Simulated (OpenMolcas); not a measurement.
# Single-point calculation, with input and output: CO₂ (charge +1) (part 3 of 3)

The same run, continued: CO₂, charge +1, multiplicity 2; PBE/cc-pVTZ, UKS (OpenMolcas 26.06). The geometry is that of the parent species in another charge or spin state. The geometry comes from this level: PBE0-D4/def2-TZVP.

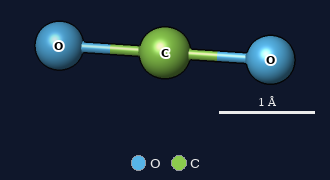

The structure (ball-and-stick view, seen at a tilt).

### Log, continued
```
   19    6.5001    0.0000          2 O1     1s     ( 1.832),     3 O1     1s     (-3.112),    32 O3     1s     ( 1.823),    33 O3     1s     (-3.094),

   20    6.7921    0.0000          2 O1     1s     ( 1.911),     3 O1     1s     (-3.726),    32 O3     1s     (-1.920),    33 O3     1s     ( 3.742),
                                  68 C2     2py    (-2.100),

   21    3.7095    0.0000         62 C2     1s     ( 3.032),    63 C2     1s     (-5.661),

   22    0.4952    0.0000         63 C2     1s     (-2.184),    64 C2     1s     ( 3.740),

   23    0.2856    0.0000          4 O1     1s     ( 2.391),    34 O3     1s     (-2.391),    70 C2     2py    ( 2.543),

   24   -0.0165    0.0000         67 C2     2px    ( 1.146),    73 C2     2pz    ( 0.617),

   25    0.0190    0.0000         67 C2     2px    (-0.741),    73 C2     2pz    ( 1.471),

   26    0.8416    0.0000          7 O1     2px    (-1.062),    37 O3     2px    (-1.062),    67 C2     2px    ( 1.201),    73 C2     2pz    ( 0.647),

   27    2.4537    0.0000          7 O1     2px    ( 0.390),    13 O1     2pz    (-0.775),    28 O1     4f1+   ( 0.415),    37 O3     2px    ( 0.390),
                                  43 O3     2pz    (-0.775),    58 O3     4f1+   ( 0.415),    73 C2     2pz    ( 0.597),

   28    0.4907    0.0000          4 O1     1s     (-2.426),    10 O1     2py    (-1.723),    34 O3     1s     ( 2.426),    40 O3     2py    (-1.720),
                                  68 C2     2py    (-1.745),

   29    0.2277    0.0000          7 O1     2px    ( 1.107),    13 O1     2pz    ( 0.596),    37 O3     2px    (-1.103),    43 O3     2pz    (-0.595),

   30    2.8439    0.0000          4 O1     1s     (-2.441),    34 O3     1s     (-2.441),    63 C2     1s     ( 1.656),    64 C2     1s     ( 2.823),

   31    1.6041    0.0000          7 O1     2px    ( 0.513),    13 O1     2pz    (-1.017),    37 O3     2px    (-0.512),    43 O3     2pz    ( 1.017),
                                  77 C2     3d1-   (-0.911),

   32    0.6957    0.0000          3 O1     1s     ( 1.006),     4 O1     1s     (-0.611),    33 O3     1s     ( 1.009),    34 O3     1s     (-0.609),
                                  79 C2     3d0    ( 0.705),    81 C2     3d1+   (-0.830),

   33    0.2357    0.0000         79 C2     3d0    (-0.643),    81 C2     3d1+   (-0.502),    83 C2     3d2+   ( 0.323),

   34    1.1623    0.0000         63 C2     1s     (-4.058),

   35    2.0033    0.0000         13 O1     2pz    (-1.213),    43 O3     2pz    (-1.220),    73 C2     2pz    ( 1.144),

   36    2.5450    0.0000          7 O1     2px    (-0.875),    37 O3     2px    (-0.889),    43 O3     2pz    (-0.446),    67 C2     2px    ( 0.820),

   37    0.5911    0.0000         75 C2     3d2-   (-0.923),    77 C2     3d1-   (-0.536),    83 C2     3d2+   ( 0.782),

   38    2.7462    0.0000          4 O1     1s     ( 1.168),    68 C2     2py    ( 1.994),

   39    1.5223    0.0000         77 C2     3d1-   ( 0.878),

   40    1.4730    0.0000          4 O1     1s     ( 3.557),    34 O3     1s     ( 4.701),    64 C2     1s     (-3.053),

   41    1.5555    0.0000          4 O1     1s     (-7.643),    34 O3     1s     ( 6.127),

   42    0.9713    0.0000         19 O1     3d0    (-0.454),    21 O1     3d1+   (-0.354),    23 O1     3d2+   ( 0.228),    49 O3     3d0    ( 0.454),
                                  51 O3     3d1+   ( 0.354),    53 O3     3d2+   (-0.228),

   43    4.4936    0.0000          2 O1     1s     ( 1.486),     3 O1     1s     (-2.878),     4 O1     1s     ( 2.513),     8 O1     2py    ( 1.484),
                                   9 O1     2py    (-1.645),

   44    4.1146    0.0000          3 O1     1s     (-1.029),    33 O3     1s     ( 1.188),    34 O3     1s     ( 1.617),    38 O3     2py    (-1.037),
                                  40 O3     2py    (-1.024),    63 C2     1s     (-1.050),    64 C2     1s     (-0.994),    69 C2     2py    (-1.783),

   45    5.4862    0.0000         34 O3     1s     (-6.405),    63 C2     1s     ( 9.097),

   46    1.6042    0.0000         65 C2     2px    ( 1.872),    66 C2     2px    (-1.926),

   47    1.4598    0.0000         65 C2     2px    (-1.442),    66 C2     2px    ( 1.450),    71 C2     2pz    (-2.481),    72 C2     2pz    ( 2.456),

   48    1.7767    0.0000         34 O3     1s     (-1.255),    65 C2     2px    (-1.831),    66 C2     2px    ( 1.510),    68 C2     2py    ( 2.261),
                                  69 C2     2py    (-1.191),    71 C2     2pz    ( 1.346),    72 C2     2pz    (-1.481),

   49    9.8666    0.0000         63 C2     1s     ( 12.25),

   50    2.9363    0.0000          3 O1     1s     ( 1.610),     4 O1     1s     (-1.687),     9 O1     2py    ( 0.973),    10 O1     2py    (-0.968),
                                  33 O3     1s     ( 1.696),    63 C2     1s     ( 0.895),    83 C2     3d2+   ( 1.009),

   51    2.8642    0.0000          3 O1     1s     ( 1.045),     4 O1     1s     ( 1.884),    38 O3     2py    ( 1.064),    63 C2     1s     (-1.268),
                                  64 C2     1s     (-1.055),    68 C2     2py    ( 1.874),

   52    2.0194    0.0000         71 C2     2pz    (-0.537),    72 C2     2pz    ( 0.562),    87 C2     4f0    (-0.695),    89 C2     4f2+   ( 0.436),

   53    2.6745    0.0000         11 O1     2pz    (-0.576),    12 O1     2pz    ( 0.597),    41 O3     2pz    ( 0.577),    42 O3     2pz    (-0.599),
                                  76 C2     3d1-   ( 0.907),    77 C2     3d1-   (-0.752),

   54    2.1343    0.0000         68 C2     2py    ( 1.569),    69 C2     2py    (-1.638),    71 C2     2pz    (-1.201),    72 C2     2pz    ( 1.221),

   55    1.9845    0.0000         34 O3     1s     (-2.179),    68 C2     2py    ( 3.799),

   56    3.5980    0.0000          5 O1     2px    ( 1.752),     6 O1     2px    (-1.350),    11 O1     2pz    ( 0.928),    35 O3     2px    ( 1.491),
                                  36 O3     2px    (-1.068),    65 C2     2px    (-1.577),    71 C2     2pz    (-0.956),

   57    6.8563    0.0000         11 O1     2pz    ( 1.873),    41 O3     2pz    ( 1.831),    65 C2     2px    ( 1.366),    71 C2     2pz    (-2.470),
                                  87 C2     4f0    ( 1.246),    89 C2     4f2+   ( 1.378),

   58    2.2157    0.0000          5 O1     2px    (-0.457),     6 O1     2px    ( 0.550),    13 O1     2pz    ( 0.414),    17 O1     3d1-   ( 0.588),
                                  35 O3     2px    ( 0.707),    36 O3     2px    (-0.820),    37 O3     2px    (-0.414),    42 O3     2pz    (-0.456),
                                  45 O3     3d2-   ( 0.627),    53 O3     3d2+   (-0.434),    65 C2     2px    ( 0.501),    72 C2     2pz    (-0.700),

   59    3.3750    0.0000         23 O1     3d2+   ( 0.551),    53 O3     3d2+   ( 0.542),    62 C2     1s     ( 1.071),    63 C2     1s     ( 0.936),
                                  64 C2     1s     (-0.601),    82 C2     3d2+   (-0.589),    83 C2     3d2+   ( 0.565),

   60    3.4296    0.0000          4 O1     1s     ( 3.390),    34 O3     1s     (-2.499),    38 O3     2py    ( 3.131),    39 O3     2py    (-2.527),
                                  68 C2     2py    ( 3.920),

   61    3.3910    0.0000          6 O1     2px    (-0.471),     7 O1     2px    (-0.477),    15 O1     3d2-   (-0.730),    23 O1     3d2+   ( 0.555),
                                  27 O1     4f0    (-0.380),    35 O3     2px    (-0.642),    36 O3     2px    ( 0.531),    45 O3     3d2-   ( 0.395),
                                  57 O3     4f0    (-0.389),    65 C2     2px    ( 0.658),    68 C2     2py    ( 0.436),    72 C2     2pz    ( 0.484),
                                  84 C2     4f3-   (-0.398),

   62    2.7510    0.0000          5 O1     2px    ( 0.897),     6 O1     2px    (-1.310),    12 O1     2pz    (-0.700),    35 O3     2px    ( 0.891),
                                  36 O3     2px    (-1.297),    42 O3     2pz    (-0.692),    68 C2     2py    ( 0.676),    84 C2     4f3-   (-0.709),

   63    1.9161    0.0000         65 C2     2px    (-1.858),    66 C2     2px    ( 1.725),

   64    2.3506    0.0000          5 O1     2px    (-0.483),     6 O1     2px    ( 0.470),     7 O1     2px    (-0.468),    35 O3     2px    ( 0.538),
                                  37 O3     2px    ( 0.517),    68 C2     2py    (-0.554),    74 C2     3d2-   ( 0.710),    75 C2     3d2-   (-0.884),
                                  77 C2     3d1-   (-0.539),    82 C2     3d2+   (-0.590),    83 C2     3d2+   ( 0.806),

   65    5.5716    0.0000          3 O1     1s     ( 0.926),     4 O1     1s     ( 0.673),    34 O3     1s     (-1.201),    35 O3     2px    (-0.691),
                                  38 O3     2py    ( 0.772),    68 C2     2py    ( 1.286),    71 C2     2pz    (-0.667),

   66    5.6158    0.0000         68 C2     2py    ( 3.063),    69 C2     2py    (-1.718),

   67    6.0002    0.0000         16 O1     3d1-   ( 0.688),    17 O1     3d1-   (-0.702),    46 O3     3d1-   (-0.688),    47 O3     3d1-   ( 0.706),
                                  65 C2     2px    (-0.407),    71 C2     2pz    ( 0.670),

   68    6.7896    0.0000          5 O1     2px    ( 1.661),    35 O3     2px    ( 1.615),    65 C2     2px    (-2.367),    71 C2     2pz    (-1.355),
                                  84 C2     4f3-   ( 1.738),

   69    5.2801    0.0000         68 C2     2py    (-1.140),    69 C2     2py    ( 2.122),

   70    3.2593    0.0000          5 O1     2px    (-0.934),     6 O1     2px    ( 0.937),    11 O1     2pz    ( 1.853),    12 O1     2pz    (-1.861),
                                  35 O3     2px    ( 0.933),    36 O3     2px    (-0.938),    41 O3     2pz    (-1.853),    42 O3     2pz    ( 1.863),

   71    5.8964    0.0000         14 O1     3d2-   ( 0.549),    15 O1     3d2-   (-0.608),    17 O1     3d1-   (-0.401),    22 O1     3d2+   (-0.459),
                                  23 O1     3d2+   ( 0.540),    44 O3     3d2-   (-0.551),    45 O3     3d2-   ( 0.632),    47 O3     3d1-   ( 0.414),
                                  52 O3     3d2+   ( 0.459),    53 O3     3d2+   (-0.555),    65 C2     2px    ( 0.791),    71 C2     2pz    ( 0.489),

   72    3.1656    0.0000          5 O1     2px    ( 1.508),     6 O1     2px    (-1.278),    11 O1     2pz    ( 0.919),    12 O1     2pz    (-0.857),
                                  35 O3     2px    (-1.591),    36 O3     2px    ( 1.345),    75 C2     3d2-   ( 0.926),    83 C2     3d2+   (-1.035),

   73    5.0421    0.0000         62 C2     1s     ( 2.229),    75 C2     3d2-   ( 1.152),    83 C2     3d2+   ( 1.312),

   74    2.8926    0.0000         11 O1     2pz    (-1.016),    12 O1     2pz    ( 1.494),    36 O3     2px    (-0.843),    41 O3     2pz    (-0.959),
                                  42 O3     2pz    ( 1.371),

   75    4.7735    0.0000         68 C2     2py    ( 4.051),

   76    5.6408    0.0000         14 O1     3d2-   (-0.331),    22 O1     3d2+   ( 0.273),    24 O1     4f3-   ( 0.458),    30 O1     4f3+   ( 0.281),
                                  44 O3     3d2-   (-0.328),    52 O3     3d2+   ( 0.276),    54 O3     4f3-   (-0.459),    60 O3     4f3+   (-0.278),
                                  74 C2     3d2-   (-0.528),    76 C2     3d1-   (-0.308),    82 C2     3d2+   ( 0.438),

   77    3.4260    0.0000          5 O1     2px    (-1.147),     6 O1     2px    ( 1.015),    11 O1     2pz    ( 1.552),    12 O1     2pz    (-1.072),
                                  41 O3     2pz    ( 1.961),    42 O3     2pz    (-1.557),

   78    4.6960    0.0000         24 O1     4f3-   (-0.227),    25 O1     4f2-   ( 0.317),    26 O1     4f1-   ( 0.403),    29 O1     4f2+   (-0.271),
                                  30 O1     4f3+   ( 0.270),    54 O3     4f3-   ( 0.227),    55 O3     4f2-   (-0.317),    56 O3     4f1-   (-0.401),
                                  59 O3     4f2+   ( 0.271),    60 O3     4f3+   (-0.271),

   79    2.1605    0.0000         13 O1     2pz    (-1.031),    43 O3     2pz    ( 1.009),    77 C2     3d1-   (-2.010),

   80    2.3987    0.0000         78 C2     3d0    ( 0.808),    79 C2     3d0    (-0.467),    80 C2     3d1+   ( 0.631),    82 C2     3d2+   (-0.406),

   81    6.4502    0.0000          5 O1     2px    ( 0.651),     6 O1     2px    (-0.445),     7 O1     2px    ( 0.560),    14 O1     3d2-   (-0.507),
                                  15 O1     3d2-   ( 0.701),    17 O1     3d1-   ( 0.409),    22 O1     3d2+   ( 0.424),    23 O1     3d2+   (-0.584),
                                  24 O1     4f3-   (-0.378),    35 O3     2px    (-0.644),    36 O3     2px    ( 0.440),    37 O3     2px    (-0.557),
                                  44 O3     3d2-   (-0.507),    45 O3     3d2-   ( 0.699),    47 O3     3d1-   ( 0.409),    52 O3     3d2+   ( 0.423),
                                  53 O3     3d2+   (-0.586),    54 O3     4f3-   ( 0.378),    74 C2     3d2-   ( 0.437),    75 C2     3d2-   ( 0.740),
                                  77 C2     3d1-   ( 0.432),    83 C2     3d2+   (-0.617),

   82    5.7713    0.0000         18 O1     3d0    ( 0.498),    19 O1     3d0    (-0.365),    20 O1     3d1+   ( 0.389),    21 O1     3d1+   (-0.285),
                                  22 O1     3d2+   (-0.250),    48 O3     3d0    (-0.498),    49 O3     3d0    ( 0.365),    50 O3     3d1+   (-0.389),
                                  51 O3     3d1+   ( 0.285),    52 O3     3d2+   ( 0.250),    86 C2     4f1-   (-0.267),

--

++    Molecular properties:
      ---------------------

      Charge (e):
                      =    1.0000
      Dipole Moment (debye):
      Origin of the operator (angstrom)=   -0.0000   -0.0000   -0.0000
                   X=  5.6550E-04               Y=  2.0667E-04               Z=  3.0363E-04           Total=  6.7431E-04
      Center of Charge (angstrom)
                     X=    0.00010320               Y=    0.00003849               Z=    0.00006049
      Quadrupole Moment (debye*angstrom):
      Origin of the operator (angstrom)=   -0.0000   -0.0000   -0.0000
                  XX= -1.2012E+01              XY= -3.5518E-01              XZ=  4.0041E-01              YY= -1.0996E+01
                  YZ= -8.8948E-03              ZZ= -1.2670E+01
      In traceless form (debye*angstrom)
                  XX= -1.7952E-01              XY= -5.3277E-01              XZ=  6.0062E-01              YY=  1.3457E+00
                  YZ= -1.3342E-02              ZZ= -1.1662E+00
--

--- Stop Module: scf /rc=_RC_ALL_IS_WELL_ ---
--- Module scf spent 1 minute 0 seconds ---

.##################.
.# Happy landing! #.
.##################.

    Timing: Wall=64.52 User=57.84 System=6.38
```

The run was set up as follows.

### Input
```
>>> EXPORT MOLCAS_PRINT=2

&GATEWAY
  BASLIB
  $CurrDir
  BASISSET
  O.cc-pVTZ....
  O1 0.371620 -1.091900 0.088230 angstrom
  O3 -0.371750 1.091850 -0.088290 angstrom
  End of Basis
  BASISSET
  C.cc-pVTZ....
  C2 0.000120 0.000050 0.000070 angstrom
  End of Basis

&SEWARD
  GRIDINPUT
  Grid=UltraFine
  End of Grid

&SCF
  UHF
  CHARGE
  1
  SPIN
  2
  KSDFT
  PBE
  THRESHOLDS
  1e-10 1e-07 1e-07 1e-05
  PRORBITALS
  1 2
```

Launch command:
```bash
export MOLCAS_MEM=1860
pymolcas job.inp > job.log
```

### Key numbers

| quantity | value |
| --- | --- |
| outcome | converged |
| total energy | −187.968003 hartree |
| basis functions | 90 |
| ⟨S²⟩ | 0.761 |
| hardware | 1 thread of Arm Neoverse N1, 60 GiB of memory available, shared host |
| wall time | 65 s |
| peak memory | 0.49 GiB |
